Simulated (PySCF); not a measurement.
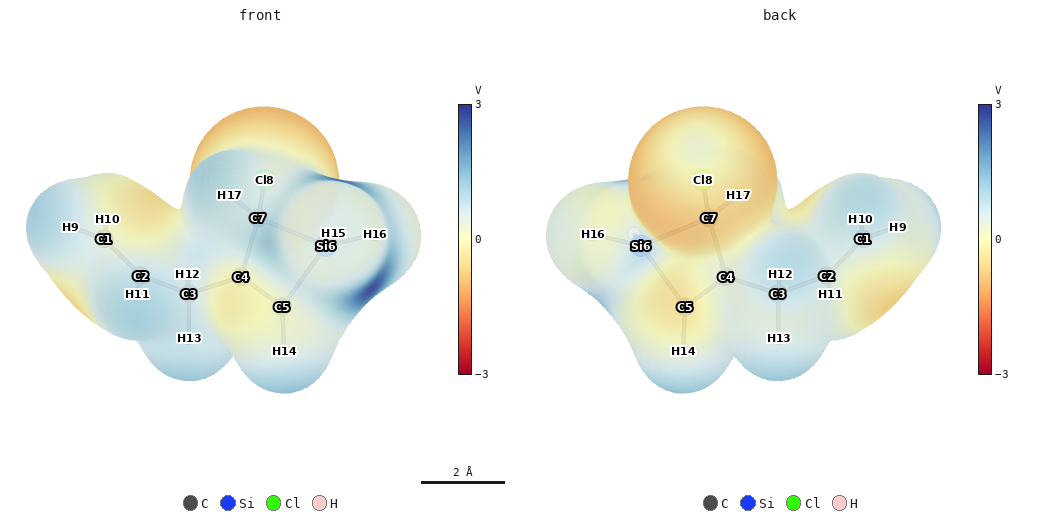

Figure 1: C$_{6}$H$_{9}$ClSi (SMILES C=CCC1=C[SiH2][C@H]1Cl). The molecular electrostatic potential painted on the density surface at 0.004 e/bohr³, seen from the front and from behind; the colour scale runs from red (negative) to blue (positive).

Geometry: GFN2-xTB.

Computed with wB97X-D/def2-SVPD, SCF density, gas phase (PySCF).

```xyz
17

C     2.7109   -0.8729    0.2390
C     1.7663   -0.2963   -0.4785
C     0.3914   -0.8655   -0.6783
C    -0.6284    0.0204   -0.0507
C    -1.6214    0.7485   -0.5845
Si   -2.2822    1.3868    1.0600
C    -0.7202    0.2902    1.4262
Cl   -0.9798   -1.2024    2.3806
H     3.6837   -0.4284    0.3638
H     2.5521   -1.8196    0.7292
H     1.9404    0.6596   -0.9562
H     0.3356   -1.8526   -0.2116
H     0.1806   -0.9630   -1.7469
H    -1.8535    0.8433   -1.6330
H    -2.1356    2.8053    1.3752
H    -3.5221    0.8097    1.5618
H     0.1753    0.7490    1.8436
```

Which sites attract a positive test charge, and which a negative one?

A positive charge is drawn to the negative regions and a negative charge to the positive ones. The most negative region (about −0.9 V) lies over Cl8, the most positive (about +2.5 V) over Si6. Cl8 shows a σ-hole: about +0.3 V at the tip opposite its bond, against about −0.7 V on its flanks.

How polar is the molecule by this calculation?

Its dipole moment is 2.19 D.
